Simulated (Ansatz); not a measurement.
## BSiN2H5: a failed or faulty run and its cure

System: BSiN2H5, SMILES N[SiH]1BN1.
Method of the first run: RKS PBEsol/def2-TZVPP (Ansatz 0.2.0).

The geometry comes from this level: PBE0-D4/def2-TZVP. Text and figures count atoms from 1; the logs count them from 0 in places.

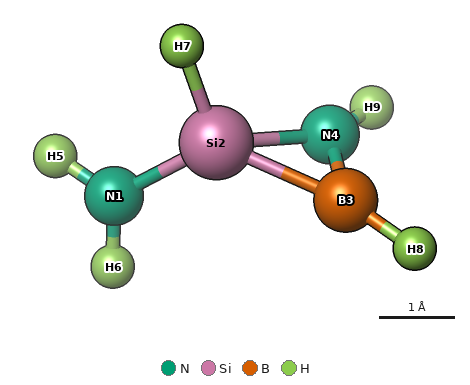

Figure 1. The structure as given in the input (ball-and-stick view, seen on its broad side; atoms are numbered from 1 in the order of the input). Bond lengths as drawn: B–H 1.19 Å, B–N 1.39 Å, B–Si 1.91 Å, H–N 1.01 Å, H–Si 1.48 Å and N–Si 1.70 to 1.75 Å.

## The input, the first run
```yaml
crystal:
  periodic: [true, true, true]
  atoms:
    - {symbol: N, position_ang: [-0.637841, 1.588111, 0.218243]}
    - {symbol: Si, position_ang: [0.258947, 0.175476, 0.530470]}
    - {symbol: B, position_ang: [-0.233858, -1.625779, 0.110161]}
    - {symbol: N, position_ang: [0.650453, -0.971595, -0.738359]}
    - {symbol: H, position_ang: [-0.221268, 2.503311, 0.212864]}
    - {symbol: H, position_ang: [-1.561836, 1.577322, -0.177334]}
    - {symbol: H, position_ang: [1.441211, 0.620895, 1.305249]}
    - {symbol: H, position_ang: [-0.741344, -2.702396, 0.114426]}
    - {symbol: H, position_ang: [1.134037, -1.211646, -1.592919]}
basis:
  gaussian: {orbitals: def2-TZVPP}
hamiltonian: {xc: {name: PBEsol}}
output: {forces: true}
```

Command:
```bash
ansatz run in.yaml --threads 2 --pin off --events-out ev --progress --plain --max-ram 4352MiB
```

Hardware: 2 threads of Arm Neoverse V2, 23 GiB of memory available, shared host.

## Output (the first run)
```
Error: YAML parse error: error: line 2 column 3: crystal: missing field `lattice` (a structure is typed as `lattice` and `atoms`, a molecule's as `atoms` in Å alone, or read from a run's directory, `checkpoint`)
 --> <input>:2:3
  |
1 | crystal:
2 |   periodic: [true, true, true]
  |   ^ crystal: missing field `lattice` (a structure is typed as `lattice` and `atoms`, a molecule's as `atoms` in Å alone, or read from a run's directory, `checkpoint`)
3 |   atoms:
4 |     - {symbol: N, position_ang: [-0.637841, 1.588111, 0.218243]}
  |
```

What should be changed in this input?

A setting was made wrong on purpose: periodic. The program refused the input: “YAML parse error: error: line 2 column 3: crystal: missing field `lattice` (a structure is typed as `lattice` and `atoms`, a molecule's as `atoms` in Å alone, or read from a run's directory, `checkpoint`) --> <input>:2:3 | 1 | crystal: 2 | periodic: [true, true, true] | ^ crystal: missing field `lattice` (a structure …”

A run of the same system that converges differs from this input as follows (lines with − go, lines with + come):
```diff
-  periodic: [true, true, true]
+  periodic: [false, false, false]
-hamiltonian: {xc: {name: PBEsol}}
-output: {forces: true}
+hamiltonian: {xc: {name: B2PLYP}}
```

## Output (the second run)
```
Functional definition: B2PLYP
  parameter a = 0.53
  parameter c = 0.27
  exchange = (1 - a)*b88_x + a*exact_x
  correlation = (1 - c)*lyp_c + c*(mp2_os + mp2_ss)
1200 factors; integrals over basis functions are off by at most 1.3e-3 eV
mean field evaluation 1: about -11597.5517 eV, gradient 6.6e1 eV
mean field evaluation 2: about -11597.6714 eV, gradient 6.6e1 eV
mean field evaluation 4: about -11605.8653 eV, gradient 7.0e0 eV
mean field evaluation 8: about -11605.9832 eV, gradient 6.5e-1 eV
mean field evaluation 16: about -11605.9842 eV, gradient 1.4e-4 eV
mean field -11605.98415577 eV, -426.5120509058 hartree, gradient 3.5e-6 eV, S^2 0.000000; 0 other end points of the search recorded, 0 dependent functions left out
8 core orbitals not correlated: weight in the atoms' cores, before any rotation towards them, 1.000 or more for the frozen orbitals, at most 0.000 for the correlated occupied ones
reference -11605.98432088 eV, -426.5120569738 hartree; 11, 11 occupied and 186, 186 virtual orbitals, 1200 factors
second order -21.14009872 eV of doubles, -0.00000000 eV of singles
Total energy: -11611.69214754 eV, -426.7218157345 hartree
```

## The two runs side by side

| quantity | the first run | the second run |
| --- | --- | --- |
| outcome | refused | converged |
| total energy (hartree) | – | −426.721816 |
| basis functions | – | 205 |
